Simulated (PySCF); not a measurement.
# CH7BN− (SMILES C[BH2-]N) at 6 levels

Wanted: a comparison of 6 runs (HF/STO-3G, HF/3-21G, HF/def2-SVP, B3LYP/6-31G*, M06-2X/cc-pVTZ, MP2/6-31+G*) of CH7BN−. 

The results are computed with PySCF 2.14.0.

**1. Starting point**

The species is CH7BN− (10 atoms), meant as a singlet with charge -1. SMILES: `C[BH2-]N`. The shape is that of a GFN2-xTB optimisation. This is one conformer, not always the lowest.

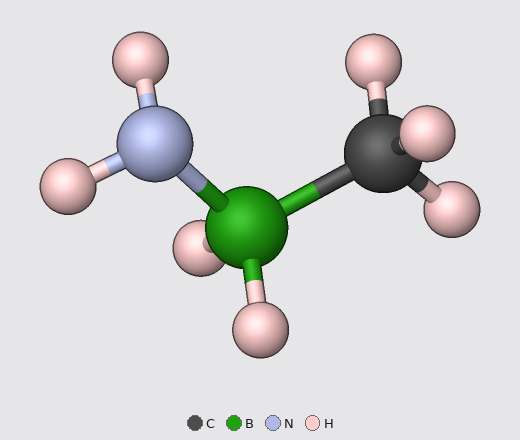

The structure, seen from a chosen angle (carbon dark grey, boron green, nitrogen light blue, hydrogen pink).

**2. Energy and gradient at HF/STO-3G (run 1)**

calc.py

```python
import pyscf.grad
from pyscf import gto, scf

mol = gto.Mole()
mol.atom = '''
C     -1.857998     0.759179    -1.179076
B      0.434524    -1.060552    -0.130221
N      2.402333     0.610948     1.321901
H     -3.262707    -0.317776    -2.251722
H     -1.153394     2.245902    -2.426862
H     -2.876012     1.701188     0.356931
H      1.531396    -2.103152    -1.887969
H     -0.474907    -2.730692     1.281934
H      3.738918    -0.538610     2.094459
H      1.517866     1.433584     2.820605
'''
mol.verbose = 3
mol.max_memory = 1860
mol.unit = 'bohr'
mol.charge = -1
mol.spin = 0
mol.basis = 'sto-3g'
mol.build()

mf = scf.RHF(mol)
mf.conv_tol = 1e-10
mf.kernel()
if not mf.converged:
    mf = mf.newton().run(mf.mo_coeff, mf.mo_occ)

e_tot = mf.e_tot
print('E = %.10f Eh' % e_tot)
grad = mf.Gradients().kernel()
dip = mf.dip_moment()
pop, q = mf.mulliken_pop()
```

The run is started by

```sh
$ OMP_NUM_THREADS=1 python calc.py
```

Output:

```text
converged SCF energy = -119.481470015951
E = -119.4814700160 Eh
--------------- RHF gradients ---------------
         x                y                z
0 C    -0.0006198670     0.0043823264    -0.0001186797
1 B    -0.0018120059     0.0319644013    -0.0022324896
2 N     0.0061749630    -0.0056869100     0.0324022271
3 H    -0.0026474989    -0.0054114388    -0.0026708763
4 H     0.0036909701     0.0025160466    -0.0022924320
5 H    -0.0015801948     0.0016128884     0.0054482840
6 H     0.0141486672    -0.0114862941    -0.0191510285
7 H    -0.0118928897    -0.0238125070     0.0207455263
8 H    -0.0085504284     0.0083343599    -0.0136948777
9 H     0.0030882845    -0.0024128728    -0.0184356536
----------------------------------------------

WARN: System has nonzero charge -1; the dipole moment is origin-dependent.
Location of origin: [0. 0. 0.]

Dipole moment(X, Y, Z, Debye): -1.42806,  1.22711,  0.97300
 ** Mulliken pop  **
pop of  0 C 1s            1.99205
pop of  0 C 2s            1.21460
pop of  0 C 2px           1.07556
pop of  0 C 2py           1.02150
pop of  0 C 2pz           0.95913
pop of  1 B 1s            1.98843
pop of  1 B 2s            0.84250
pop of  1 B 2px           0.64060
pop of  1 B 2py           0.66710
pop of  1 B 2pz           0.70776
pop of  2 N 1s            1.99548
pop of  2 N 2s            1.60843
pop of  2 N 2px           1.21782
pop of  2 N 2py           1.40764
pop of  2 N 2pz           1.27654
pop of  3 H 1s            1.02239
pop of  4 H 1s            1.01522
pop of  5 H 1s            1.02430
pop of  6 H 1s            1.21280
pop of  7 H 1s            1.23349
pop of  8 H 1s            0.93818
pop of  9 H 1s            0.93847
 ** Mulliken atomic charges  **
charge of    0C =     -0.26284
charge of    1B =      0.15360
charge of    2N =     -0.50592
charge of    3H =     -0.02239
charge of    4H =     -0.01522
charge of    5H =     -0.02430
charge of    6H =     -0.21280
charge of    7H =     -0.23349
charge of    8H =      0.06182
charge of    9H =      0.06153
```

It took 1.3 s on 1 thread of Intel Xeon at 2.70GHz, shared host; peak memory 0.12 GiB.

**3. Energy and gradient at HF/3-21G (run 2)**

job.py

```python
from pyscf import gto, scf

system = gto.Mole()
system.atom = [
    ('C', (-0.983210, 0.401740, -0.623940)),
    ('B', (0.229940, -0.561220, -0.068910)),
    ('N', (1.271260, 0.323300, 0.699520)),
    ('H', (-1.726550, -0.168160, -1.191560)),
    ('H', (-0.610350, 1.188480, -1.284240)),
    ('H', (-1.521920, 0.900230, 0.188880)),
    ('H', (0.810380, -1.112940, -0.999070)),
    ('H', (-0.251310, -1.445020, 0.678370)),
    ('H', (1.978550, -0.285020, 1.108340)),
    ('H', (0.803220, 0.758620, 1.492600)),
]
system.max_memory = 1860
system.verbose = 3
system.basis = '3-21g'
system.charge = -1
system.build()

calc0 = scf.RHF(system)
calc0.conv_tol = 1e-10
calc0.kernel()
if not calc0.converged:
    calc0 = calc0.newton().run(calc0.mo_coeff, calc0.mo_occ)

e_final = calc0.e_tot
print('E = %.10f Eh' % e_final)
grad = calc0.nuc_grad_method().kernel()
calc0.analyze()
```

The run is started by

```sh
$ OMP_NUM_THREADS=1 python job.py
```

Output:

```text
converged SCF energy = -120.385778643857
E = -120.3857786439 Eh
--------------- RHF gradients ---------------
         x                y                z
0 C     0.0066691699    -0.0005418167     0.0053978986
1 B    -0.0002290906     0.0001251996    -0.0022610669
2 N    -0.0046666138    -0.0002690582    -0.0090905151
3 H     0.0004895119    -0.0002606853    -0.0004748862
4 H    -0.0013841993    -0.0000044799    -0.0002357153
5 H     0.0003051897    -0.0002447160    -0.0009959523
6 H    -0.0005731447     0.0035885599     0.0057153379
7 H     0.0035786076     0.0037174212     0.0009417299
8 H    -0.0026869475    -0.0026982913     0.0011274811
9 H    -0.0015024835    -0.0034121334    -0.0001243116
----------------------------------------------
**** MO energy ****
MO #1   energy= -15.1968201314512  occ= 2
MO #2   energy= -10.908857936368   occ= 2
MO #3   energy= -7.25840881003164  occ= 2
MO #4   energy= -0.87510869753424  occ= 2
MO #5   energy= -0.706491727505002 occ= 2
MO #6   energy= -0.423471313248918 occ= 2
MO #7   energy= -0.385546919892278 occ= 2
MO #8   energy= -0.331437825530935 occ= 2
MO #9   energy= -0.32102933971326  occ= 2
MO #10  energy= -0.242910042076123 occ= 2
MO #11  energy= -0.203787918631563 occ= 2
MO #12  energy= -0.176352010402836 occ= 2
MO #13  energy= -0.113826808840539 occ= 2
MO #14  energy= 0.476285357275609  occ= 0
MO #15  energy= 0.499734204100521  occ= 0
MO #16  energy= 0.537531220064429  occ= 0
MO #17  energy= 0.551936963329878  occ= 0
MO #18  energy= 0.583536788321576  occ= 0
MO #19  energy= 0.60107143009247   occ= 0
MO #20  energy= 0.623516762750543  occ= 0
MO #21  energy= 0.641184129813742  occ= 0
MO #22  energy= 0.731773688682321  occ= 0
MO #23  energy= 0.922519353271408  occ= 0
MO #24  energy= 0.983813946928318  occ= 0
MO #25  energy= 1.04515693556671   occ= 0
MO #26  energy= 1.20975404907737   occ= 0
MO #27  energy= 1.27329964639279   occ= 0
MO #28  energy= 1.28011404280683   occ= 0
MO #29  energy= 1.35736001881156   occ= 0
MO #30  energy= 1.52181039108419   occ= 0
MO #31  energy= 1.52538133713498   occ= 0
MO #32  energy= 1.56477033872625   occ= 0
MO #33  energy= 1.57501168209051   occ= 0
MO #34  energy= 1.64481296916951   occ= 0
MO #35  energy= 1.66415185010223   occ= 0
MO #36  energy= 1.67969145741079   occ= 0
MO #37  energy= 1.81033625075883   occ= 0
MO #38  energy= 1.8988761393067    occ= 0
MO #39  energy= 1.9471164486822    occ= 0
MO #40  energy= 2.38670173148213   occ= 0
MO #41  energy= 3.0683744156309    occ= 0
 ** Mulliken atomic charges  **
charge of    0C =     -0.35957
charge of    1B =     -0.12051
charge of    2N =     -0.55893
charge of    3H =      0.03313
charge of    4H =      0.03973
charge of    5H =      0.02663
charge of    6H =     -0.13270
charge of    7H =     -0.16910
charge of    8H =      0.12245
charge of    9H =      0.11887

WARN: System has nonzero charge -1; the dipole moment is origin-dependent.
Location of origin: [0. 0. 0.]

Dipole moment(X, Y, Z, Debye): -1.24137,  1.37742,  1.31931
```

It took 1.8 s on 1 thread of Intel Xeon at 2.70GHz, shared host; peak memory 0.12 GiB.

**4. Energy and forces at HF/def2-SVP (run 3)**

input.py

```python
# C[BH2-]N
from pyscf import gto, scf

mol = gto.M(
    atom='''
C     -1.857998     0.759179    -1.179076
B      0.434524    -1.060552    -0.130221
N      2.402333     0.610948     1.321901
H     -3.262707    -0.317776    -2.251722
H     -1.153394     2.245902    -2.426862
H     -2.876012     1.701188     0.356931
H      1.531396    -2.103152    -1.887969
H     -0.474907    -2.730692     1.281934
H      3.738918    -0.538610     2.094459
H      1.517866     1.433584     2.820605
''',
    spin=0,
    max_memory=1860,
    unit='bohr',
    charge=-1,
    verbose=4,
    basis='def2-svp',
)

calc0 = scf.RHF(mol)
calc0.conv_tol = 1e-10
calc0.kernel()
if not calc0.converged:
    calc0 = calc0.newton().run(calc0.mo_coeff, calc0.mo_occ)

e_final = calc0.e_tot
print('E = %.10f Eh' % e_final)
grad = calc0.nuc_grad_method().kernel()
calc0.analyze()
```

The run is started by

```sh
$ OMP_NUM_THREADS=1 python input.py
```

Output:

```text
PySCF version 2.14.0

[... 82 lines left out ...]
One-electron Energy =                 -311.044794105065819
[... 11 lines left out ...]
MO #7   energy= -0.397237533960608 occ= 2
[... 9 lines left out ...]
MO #17  energy= 0.449825415512661  occ= 0
[... 9 lines left out ...]
MO #27  energy= 0.880386489483957  occ= 0
[... 9 lines left out ...]
MO #37  energy= 1.28905430229187   occ= 0
[... 9 lines left out ...]
MO #47  energy= 1.88901338350271   occ= 0
[... 9 lines left out ...]
MO #57  energy= 2.3238134886796    occ= 0
[... 9 lines left out ...]
MO #67  energy= 3.00560630895816   occ= 0
[... 9 lines left out ...]
MO #77  energy= 4.01246313805059   occ= 0
[... 91 lines left out ...]
WARN: System has nonzero charge -1; the dipole moment is origin-dependent.
Location of origin: [0. 0. 0.]

Dipole moment(X, Y, Z, Debye): -1.18800,  1.51039,  1.15300
```

Run time: 7.8 s. Hardware: 1 thread of Intel Xeon at 2.70GHz, shared host; peak memory 0.15 GiB.

Runs 4 to 5 aren't shown in full; the table further down has their settings and results.

**5. Energy and gradient at MP2/6-31+G(d) (spherical functions) (run 6)**

job.py

```python
import pyscf.grad
from pyscf import gto, mp

system = gto.Mole()
system.atom = '''
C   -0.983210   0.401740  -0.623940
B    0.229940  -0.561220  -0.068910
N    1.271260   0.323300   0.699520
H   -1.726550  -0.168160  -1.191560
H   -0.610350   1.188480  -1.284240
H   -1.521920   0.900230   0.188880
H    0.810380  -1.112940  -0.999070
H   -0.251310  -1.445020   0.678370
H    1.978550  -0.285020   1.108340
H    0.803220   0.758620   1.492600
'''
system.max_memory = 1860
system.charge = -1
system.verbose = 3
system.spin = 0
system.basis = '6-31+g*'
system.build()

mf = system.RHF()
mf.conv_tol = 1e-10
mf.kernel()
if not mf.converged:
    mf = mf.newton().run(mf.mo_coeff, mf.mo_occ)

pt = mp.MP2(mf, frozen=3).run()
e_final = pt.e_tot
print(f'total energy: {e_final:.8f} hartree')
grad = pt.Gradients().kernel()
mf.analyze()
```

The run is started by

```sh
$ OMP_NUM_THREADS=1 python job.py
```

Output:

```text
converged SCF energy = -121.069249266881
[... 15 lines left out ...]
MO #4   energy= -0.897196790009699 occ= 2
[... 7 lines left out ...]
MO #12  energy= -0.195654442707336 occ= 2
[... 7 lines left out ...]
MO #20  energy= 0.29623464926165   occ= 0
[... 7 lines left out ...]
MO #28  energy= 0.582409853628779  occ= 0
[... 7 lines left out ...]
MO #36  energy= 0.971206404677462  occ= 0
[... 7 lines left out ...]
MO #44  energy= 1.40823674665888   occ= 0
[... 7 lines left out ...]
MO #52  energy= 1.76697481663416   occ= 0
[... 7 lines left out ...]
MO #60  energy= 2.41959970034186   occ= 0
[... 7 lines left out ...]
MO #68  energy= 3.15225555194991   occ= 0
[... 12 lines left out ...]
WARN: System has nonzero charge -1; the dipole moment is origin-dependent.
Location of origin: [0. 0. 0.]

Dipole moment(X, Y, Z, Debye): -1.38499,  1.20243,  1.21138
```

It took 6.9 s on 1 thread of Intel Xeon at 2.70GHz, shared host; peak memory 0.31 GiB.

**6. All runs side by side**

```csv
run,level,Cartesian functions,integration grid,energy (Eh),HOMO energy (eV),LUMO energy (eV),HOMO–LUMO gap (eV),wall time
1,HF/STO-3G,no,–,-119.481470,-0.65,23.90,24.56,1.3 s
2,HF/3-21G,no,–,-120.385779,-3.10,12.96,16.06,1.8 s
3,HF/def2-SVP,no,–,-120.978896,-3.55,9.99,13.54,7.8 s
4,B3LYP/6-31G* (Cartesian functions),yes,5,-121.937129,0.56,7.88,7.33,22 s
5,M06-2X/cc-pVTZ,no,5,-121.934110,-1.72,6.72,8.43,3.1 min
6,MP2/6-31+G* (spherical functions),no,–,-121.473089,-3.79,5.22,9.01,6.9 s
```

**7. Outcome**

```
                                                    quantity          value
                                         run 6: total energy  -121.47309 Eh
                  run 6: HOMO energy (Hartree–Fock orbitals)       -3.79 eV
                  run 6: LUMO energy (Hartree–Fock orbitals)        5.22 eV
run 6: HOMO–LUMO gap (to an unbound level, set by the basis)        9.01 eV
          run 6: correlation energy (3 core orbitals frozen)     -403.8 mEh
                             run 6: largest force on an atom     0.326 eV/Å
```

In words: Over runs 1, 2, 3, 4, 5 the HOMO–LUMO gap runs from 7.33 eV (B3LYP/6-31G*) to 24.56 eV (HF/STO-3G). The two ends differ in method and basis. The empty levels of an anion lie above zero and hang on the basis. Totals of different functionals can't be ranked against each other. In run 4 the HOMO lies above zero, so the outermost electron may be held by the basis alone. In run 1 the basis is minimal, so the values are rough. All runs together took 3.7 min, the longest 3.1 min.
